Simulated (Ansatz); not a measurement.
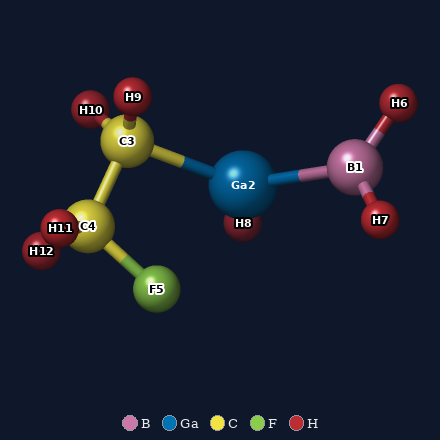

The system is C₂H₇BFGa, SMILES [BH2][GaH][CH2]CF; the picture shows the reference structure. 
- First axis: dihedral B1–Ga2–C3–C4. Second axis: dihedral H6–B1–Ga2–C3.
- Nothing is relaxed (all other coordinates rigid).
- The grid has 10 × 10 points.
- All energies are given in kJ/mol relative to the lowest grid point.
- Energies and slopes of some neighbouring points disagree (a jump in structure or state, or too coarse a mesh).
- All numbers below come from RHF-MP2, frozen core/def2-SVP in Ansatz.

Its coordinates:

```xyz
12

B    -2.5227   -0.2504    0.2810
Ga   -0.5199   -0.7395    0.5940
C     0.9422    0.6517    0.4949
C     1.5343    0.2576   -0.8340
F     0.6061   -0.6466   -1.4650
H    -3.2343    0.1286    1.1801
H    -3.0468   -0.3122   -0.8042
H    -0.0395   -2.1512    1.0800
H     0.5509    1.6780    0.4869
H     1.6686    0.5569    1.3137
H     1.6662    1.0780   -1.5520
H     2.4719   -0.3058   -0.7415
```

Range: dihedral B1–Ga2–C3–C4 from −180 to 144°; dihedral H6–B1–Ga2–C3 from −180 to 144°.

What landscape does the calculation give?

The lowest grid point is at dihedral B1–Ga2–C3–C4 = −108°, dihedral H6–B1–Ga2–C3 = −72°. Other grid points that lie below all their neighbours: dihedral B1–Ga2–C3–C4 = −108°, dihedral H6–B1–Ga2–C3 = 108° (0.06 kJ/mol higher); dihedral B1–Ga2–C3–C4 = 72°, dihedral H6–B1–Ga2–C3 = −72° (4.9 kJ/mol higher); dihedral B1–Ga2–C3–C4 = 72°, dihedral H6–B1–Ga2–C3 = 108° (5 kJ/mol higher). The highest grid point, dihedral B1–Ga2–C3–C4 = 0°, dihedral H6–B1–Ga2–C3 = 0°, lies 195 kJ/mol above the lowest.

```tsv
dihedral H6–B1–Ga2–C3 ↓, dihedral B1–Ga2–C3–C4 →	−180	−144	−108	−72	−36	0	36	72	108	144
144	127	45	9	23	69	151	63	12	34	114
108	116	34	0	18	53	75	47	5	24	102
72	118	36	1	24	81	62	30	6	26	104
36	132	47	10	32	128	120	33	14	38	117
0	138	53	16	32	116	195	53	18	43	124
−36	127	45	9	23	69	152	63	12	34	114
−72	116	34	0	18	52	75	47	5	24	103
−108	118	36	1	24	81	62	29	6	26	104
−144	131	47	10	33	127	120	33	14	38	117
−180	138	53	16	32	116	193	53	18	43	124
```

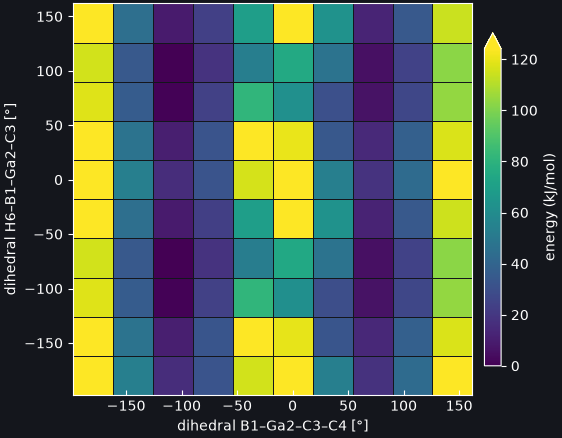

In the figure: one coloured cell a grid point, one colour for all values above the top of the scale.

The whole map (100 points run) took 41 min on 1 thread of Arm Neoverse N1, with other jobs on the host.
